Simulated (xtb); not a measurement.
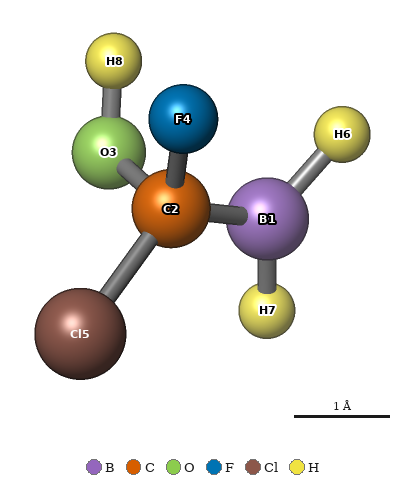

*The starting structure (ball-and-stick view, seen at a tilt; atoms are numbered from 1 in the order of the input).*

Bond lengths as drawn: B–C 1.55 Å, B–H 1.19 Å, C–Cl 1.74 Å, C–F 1.35 Å, C–O 1.46 Å and H–O 0.97 Å.

## CH3BClFO: geometry relaxation (part 1 of 4)

The run: geometry relaxation of CH3BClFO, SMILES BC(O)(F)Cl. Method and program: GFN1-xTB (xtb 6.7.1).

The geometry comes from this level: PBE0-D4/def2-TZVP.

The input (input.xyz)
```
8
start
B     -0.49670000     0.83590000     0.19670000
C      0.65600000    -0.12570000    -0.16900000
O     -0.57310000    -0.89230000    -0.33720000
F      1.40370000    -0.71180000     0.78380000
Cl     1.54810000    -0.09180000    -1.66470000
H     -0.79650000     0.89220000     1.34890000
H     -0.99160000     1.50440000    -0.65000000
H     -0.65760000    -1.46810000     0.43590000
```

Run on 1 thread of Intel Xeon @ 2.50GHz (Skylake/Cascade Lake), 16 GiB of memory available, shared host.

Launched with:
```bash
xtb input.xyz --gfn1 --ohess vtight -P 1 > out.txt 2> xtb.err
```

Output
```
* xtb version 6.7.1
   ID    Z sym.   atoms
    1    5 B      1
    2    6 C      2
    3    8 O      3
    4    9 F      4
    5   17 Cl     5
    6    1 H      6-8

           -------------------------------------------------
          |                Calculation Setup                |
           -------------------------------------------------

          program call               : xtb input.xyz --gfn1 --ohess vtight -P 1
          coordinate file            : input.xyz
          omp threads                :                     1

########################################################################
[WARNING] Please study the warnings concerning your input carefully
-1- prog_main_parseArguments: The use of '--gfn1' is discouraged, please use '--gfn 1' next time
########################################################################

           -------------------------------------------------
          |                 G F N 1 - x T B                 |
           -------------------------------------------------

      * Hamiltonian:
        H0-scaling (s, p, d)           1.850000    2.250000    2.000000
        zeta-weighting                 0.000000
      * Dispersion:
        s8                             2.400000
        a1                             0.630000
        a2                             5.000000
        s9                             0.000000
      * Repulsion:
        kExp                           1.500000
        rExp                           1.000000
      * Coulomb:
        alpha                          2.000000
        third order                    atomic
        anisotropic                    false
      * Halogen bond correction:
        rad-scale                      1.300000
        damping                        0.440000

          ...................................................
          :                      SETUP                      :
          :.................................................:
          :  # basis functions                  32          :
          :  # atomic orbitals                  31          :
          :  # shells                           17          :
          :  # electrons                        30          :
          :  # halogen bonds                     1          :
          :  max. iterations                   250          :
          :  Hamiltonian                  GFN1-xTB          :
          :  restarted?                      false          :
          :  GBSA solvation                  false          :
          :  PC potential                    false          :
          :  electronic temp.          300.0000000     K    :
          :  accuracy                    1.0000000          :
          :  -> integral cutoff          0.2500000E+02      :
          :  -> integral neglect         0.1000000E-07      :
          :  -> SCF convergence          0.1000000E-05 Eh   :
          :  -> wf. convergence          0.2000000E-04 e    :
          :  Broyden damping             0.4000000          :
          :  net charge                          0          :
          :  unpaired electrons                  0          :
          ...................................................

 iter      E             dE          RMSdq      gap      omega  full diag
   1    -19.2007441 -0.192007E+02  0.709E+00    6.26       0.0  T
   2    -19.2634022 -0.626580E-01  0.416E+00    6.58       1.0  T
   3    -19.2648901 -0.148795E-02  0.156E+00    6.44       1.0  T
   4    -19.2678154 -0.292528E-02  0.261E-01    6.48       1.0  T
   5    -19.2679342 -0.118858E-03  0.605E-02    6.52       1.0  T
   6    -19.2679490 -0.147669E-04  0.121E-02    6.51       2.9  T
   7    -19.2679491 -0.389036E-07  0.908E-03    6.51       3.9  T
   8    -19.2679493 -0.292244E-06  0.944E-04    6.51      37.5  T
   9    -19.2679493 -0.298768E-08  0.199E-04    6.51     177.3  T
  10    -19.2679493 -0.151395E-09  0.239E-05    6.51    1481.4  T

   *** convergence criteria satisfied after 10 iterations ***

         #    Occupation            Energy/Eh            Energy/eV
      -------------------------------------------------------------
         1        2.0000           -0.9240786             -25.1455
       ...           ...                  ...                  ...
         9        2.0000           -0.5714204             -15.5491
        10        2.0000           -0.5478409             -14.9075
        11        2.0000           -0.5335279             -14.5180
        12        2.0000           -0.4893440             -13.3157
        13        2.0000           -0.4781984             -13.0124
        14        2.0000           -0.4716395             -12.8340
        15        2.0000           -0.4492480             -12.2247 (HOMO)
        16                         -0.2101202              -5.7177 (LUMO)
        17                         -0.1988163              -5.4101
        18                         -0.1349483              -3.6721
        19                         -0.0940767              -2.5600
        20                         -0.0747342              -2.0336
       ...                                ...                  ...
        31                          0.4511403              12.2762
      -------------------------------------------------------------
                  HL-Gap            0.2391277 Eh            6.5070 eV
             Fermi-level           -0.3296841 Eh           -8.9712 eV

 SCC (total)                   0 d,  0 h,  0 min,  0.008 sec
 SCC setup                      ...        0 min,  0.000 sec (  1.028%)
 Dispersion                     ...        0 min,  0.000 sec (  0.394%)
 classical contributions        ...        0 min,  0.000 sec (  0.207%)
 integral evaluation            ...        0 min,  0.002 sec ( 22.798%)
 iterations                     ...        0 min,  0.003 sec ( 30.550%)
 molecular gradient             ...        0 min,  0.004 sec ( 43.562%)
 printout                       ...        0 min,  0.000 sec (  1.327%)

         :::::::::::::::::::::::::::::::::::::::::::::::::::::
         ::                     SUMMARY                     ::
         :::::::::::::::::::::::::::::::::::::::::::::::::::::
         :: total energy             -19.188934984475 Eh    ::
         :: gradient norm              0.022010226500 Eh/a0 ::
         :: HOMO-LUMO gap              6.506997148642 eV    ::
         ::.................................................::
         :: SCC energy               -19.267949346160 Eh    ::
         :: -> electrostatic           0.054847498370 Eh    ::
         :: repulsion energy           0.081280405568 Eh    ::
         :: dispersion energy         -0.002266043884 Eh    ::
         :: halogen bond corr.         0.000000000000 Eh    ::
         :: add. restraining           0.000000000000 Eh    ::
         :: total charge              -0.000000000000 e     ::
         :::::::::::::::::::::::::::::::::::::::::::::::::::::

      -----------------------------------------------------------
     |                   =====================                   |
     |                        A N C O P T                        |
     |                   =====================                   |
     |               Approximate Normal Coordinate               |
     |                Rational Function Optimizer                |
      -----------------------------------------------------------
      -----------------------------------------------------------
     |                   =====================                   |
     |                        A N C O P T                        |
     |                   =====================                   |
     |               Approximate Normal Coordinate               |
     |                Rational Function Optimizer                |
      -----------------------------------------------------------

          ...................................................
          :                      SETUP                      :
          :.................................................:
          :   optimization level         verytight          :
          :   max. optcycles                   200          :
          :   ANC micro-cycles                  20          :
          :   degrees of freedom                18          :
          :.................................................:
          :   RF solver                   davidson          :
          :   write xtbopt.log                true          :
          :   linear?                        false          :
          :   energy convergence         0.1000000E-06 Eh   :
          :   grad. convergence          0.2000000E-03 Eh/α :
          :   maxmium RF displ.          1.0000000          :
          :   Hlow (freq-cutoff)         0.1000000E-01      :
          :   Hmax (freq-cutoff)         5.0000000          :
          :   S6 in model hess.         20.0000000          :
          ...................................................

generating ANC from exact Hessian ...
Using Lindh-Hessian (1995)
 Shifting diagonal of input Hessian by    0.0000000000000000
 Lowest  eigenvalues of input Hessian
    0.000000    0.000000    0.000000    0.000000    0.000000    0.000000
    0.012689    0.019704    0.026737    0.037300    0.054808    0.068894
    0.094118    0.115006    0.144421    0.243719    0.307625    0.321667
 Highest eigenvalues
    0.728905    0.868345    0.928294    1.265494    1.474745    1.641343

........................................................................
.............................. CYCLE    1 ..............................
........................................................................

 iter      E             dE          RMSdq      gap      omega  full diag
   1    -19.2679493 -0.192679E+02  0.350E-06    6.51       0.0  T
   2    -19.2679493 -0.284217E-13  0.196E-06    6.51   17997.8  T
   3    -19.2679493  0.177636E-13  0.909E-07    6.51   38884.8  T
     SCC iter.                  ...        0 min,  0.001 sec
     gradient                   ...        0 min,  0.004 sec
 * total energy  :   -19.1889350 Eh     change       -0.2010836E-11 Eh
   gradient norm :     0.0220100 Eh/α   predicted     0.0000000E+00 (-100.00%)
   displ. norm   :     0.2359301 α      lambda       -0.2297979E-02
   maximum displ.:     0.1697285 α      in ANC's #2, #1, #4, ...

........................................................................
.............................. CYCLE    2 ..............................
........................................................................

 iter      E             dE          RMSdq      gap      omega  full diag
   1    -19.2694384 -0.192694E+02  0.601E-02    6.53       0.0  T
   2    -19.2694612 -0.228008E-04  0.209E-02    6.53       1.7  T
   3    -19.2694615 -0.282197E-06  0.111E-02    6.53       3.2  T
   4    -19.2694615 -0.259791E-07  0.130E-03    6.53      27.2  T
   5    -19.2694615 -0.285315E-08  0.320E-04    6.53     110.5  T
   6    -19.2694615 -0.295820E-09  0.437E-05    6.53     808.7  T
   7    -19.2694615 -0.514433E-11  0.421E-06    6.53    8390.3  T
     SCC iter.                  ...        0 min,  0.002 sec
     gradient                   ...        0 min,  0.004 sec
 * total energy  :   -19.1897732 Eh     change       -0.8382471E-03 Eh
   gradient norm :     0.0177779 Eh/α   predicted    -0.1212946E-02 (  44.70%)
   displ. norm   :     0.1126846 α      lambda       -0.1396640E-02
   maximum displ.:     0.0572981 α      in ANC's #2, #1, #11, ...

........................................................................
.............................. CYCLE    3 ..............................
........................................................................

 iter      E             dE          RMSdq      gap      omega  full diag
   1    -19.2725094 -0.192725E+02  0.110E-01    6.54       0.0  T
   2    -19.2725560 -0.466239E-04  0.535E-02    6.54       1.0  T
   3    -19.2725574 -0.133811E-05  0.249E-02    6.54       1.4  T
   4    -19.2725577 -0.292436E-06  0.619E-03    6.54       5.7  T
   5    -19.2725577 -0.451205E-07  0.100E-03    6.54      35.2  T
   6    -19.2725577 -0.367644E-08  0.186E-04    6.54     189.7  T
   7    -19.2725577 -0.791900E-10  0.220E-05    6.54    1610.4  T
     SCC iter.                  ...        0 min,  0.002 sec
     gradient                   ...        0 min,  0.004 sec
 * total energy  :   -19.1906863 Eh     change       -0.9131042E-03 Eh
   gradient norm :     0.0125070 Eh/α   predicted    -0.7071874E-03 ( -22.55%)
   displ. norm   :     0.1387786 α      lambda       -0.9303407E-03
   maximum displ.:     0.1071823 α      in ANC's #1, #12, #11, ...

........................................................................
.............................. CYCLE    4 ..............................
........................................................................

 iter      E             dE          RMSdq      gap      omega  full diag
   1    -19.2734411 -0.192734E+02  0.133E-01    6.52       0.0  T
   2    -19.2735279 -0.867495E-04  0.520E-02    6.52       1.0  T
   3    -19.2735298 -0.195183E-05  0.253E-02    6.52       1.4  T
   4    -19.2735301 -0.284811E-06  0.763E-03    6.52       4.6  T
   5    -19.2735301 -0.557931E-07  0.116E-03    6.52      30.4  T
   6    -19.2735302 -0.303232E-08  0.191E-04    6.52     185.1  T
   7    -19.2735302 -0.792824E-10  0.100E-05    6.52    3532.7  T
     SCC iter.                  ...        0 min,  0.001 sec
     gradient                   ...        0 min,  0.004 sec
 * total energy  :   -19.1912936 Eh     change       -0.6073139E-03 Eh
   gradient norm :     0.0109205 Eh/α   predicted    -0.4741289E-03 ( -21.93%)
   displ. norm   :     0.0851485 α      lambda       -0.4383653E-03
   maximum displ.:     0.0441178 α      in ANC's #12, #3, #11, ...

........................................................................
.............................. CYCLE    5 ..............................
........................................................................
```
